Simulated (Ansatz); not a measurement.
Br3HSn (SMILES [Br][SnH]([Br])[Br])

```xyz
5

Br   -0.6675    0.8184   -1.5916
Br    2.8598   -0.5883   -0.3260
Br   -0.3603   -0.8389    2.0390
Sn    0.4198   -0.9912   -0.3031
H     0.0504   -2.5153   -0.9674
```

Geometry: PBE0-D4/def2-SVP; core potentials replace the inner electrons of Sn.

All numbers below come from isolated molecule in a Gaussian basis; Kohn-Sham density functional theory, functional PBE0 in Ansatz 0.2.0.

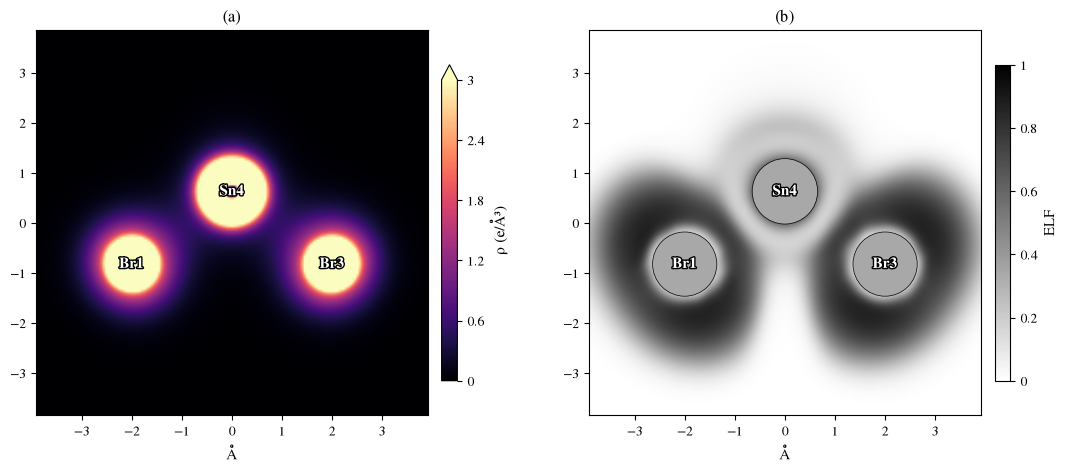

Figure 1. (a) electron density; (b) ELF on the plane of atoms Br1, Sn4 and Br3. Grey discs cover the atomic cores in the ELF map.

### Interpret the plot.

- The section cuts through Br and Sn sites.
- Sn–Br (2.47 Å): the density is about 0.56 e/Å³ at the midpoint; the ELF peaks at about 0.75 in the valence shell of Br, 1.0 Å from its nucleus, and drops to about 0.20 between the two atoms.
- The ELF also peaks beside Br1 and Br3, away from the bonds: lone-pair regions.

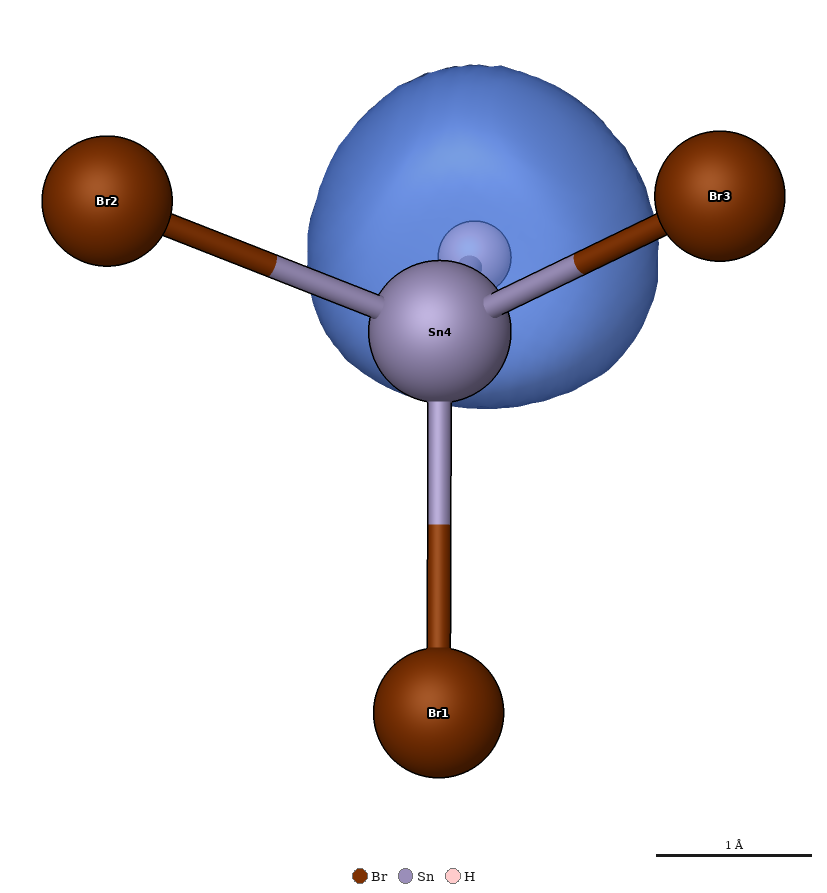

Figure 2. Isosurface of the ELF at 0.9 (blue), seen at a tilt. Core shells and regions of very low density are left out.

### What do the ELF domains correspond to?

At this value the surface marks out one region around a hydrogen nucleus. Along the contacts the grid gives the following. Sn–H (1.70 Å): the ELF climbs to about 1 towards the hydrogen.

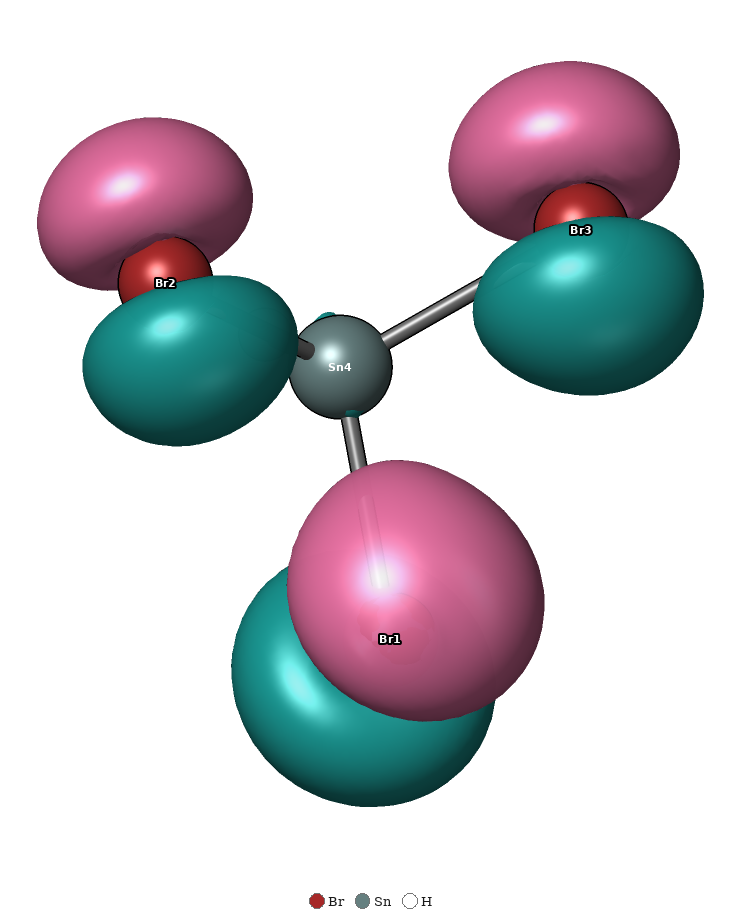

Figure 3. The HOMO−1 at ±0.1 Å⁻³ᐟ² (teal and pink are the two phases), seen at a tilt.

### Describe this orbital and give its energy.

By Hirshfeld shares it lies mainly on Br1 (about 50 %), Br2 (about 20 %) and Br3 (about 20 %); largely a combination of lone pairs on Br1, Br2 and Br3. It is one of a degenerate set, so its orientation is arbitrary. Its energy is −8.84 eV.

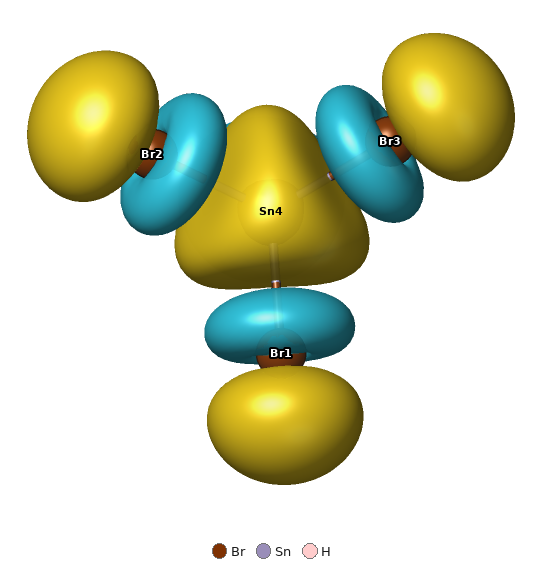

Figure 4. The LUMO at ±0.05 Å⁻³ᐟ² (yellow and cyan are the two phases), seen across its widest extent.

### What is the character of this orbital?

Its weight (Hirshfeld) is mainly on Sn4 (about 35 %), Br1 (about 20 %), Br2 (about 20 %), Br3 (about 20 %) and H5 (about 10 %). Its energy is −2.81 eV.
